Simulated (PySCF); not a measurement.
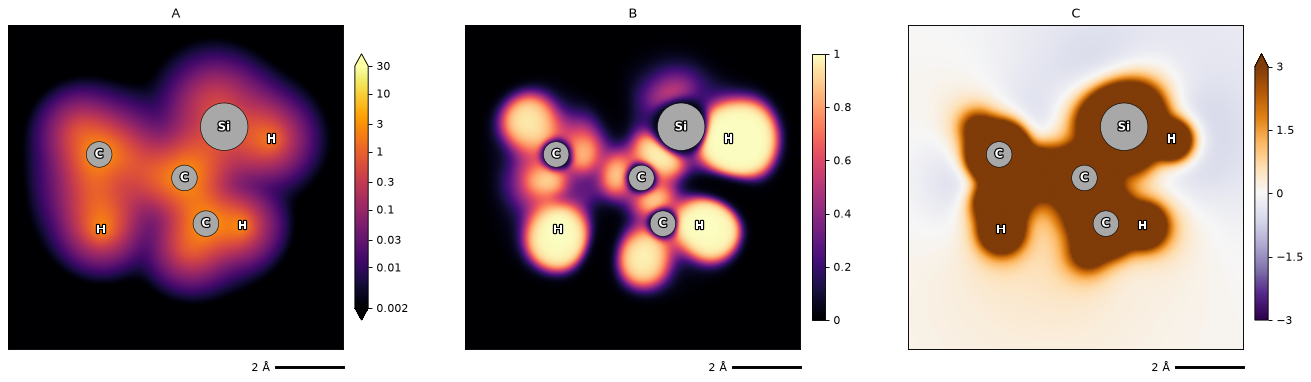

C₈H₁₄OSi: 3 fields on the plane of atoms C5, C6 and Si7, with unlabelled colour scales. Grey discs cover the atomic cores.

Geometry: GFN2-xTB.

These are results of PySCF, PBE0/pcSseg-1, SCF density, gas phase, non-relativistic, not measurements.

### Which field does each panel show? The fields are: electron density, electron localisation function and electrostatic potential.

Panel A: electron density. Panel B: electron localisation function. Panel C: electrostatic potential (strongly positive close to the atoms and fading to about zero outside). From the grid: C–C (1.49 Å): ρ at the midpoint is about 1.6 e/Å³; the ELF peaks at about 0.90 between the atoms; a covalent bond. C–Si (1.91 Å): ρ at the midpoint is about 0.9 e/Å³; the ELF peaks at about 0.95 between the atoms: a covalent bond.
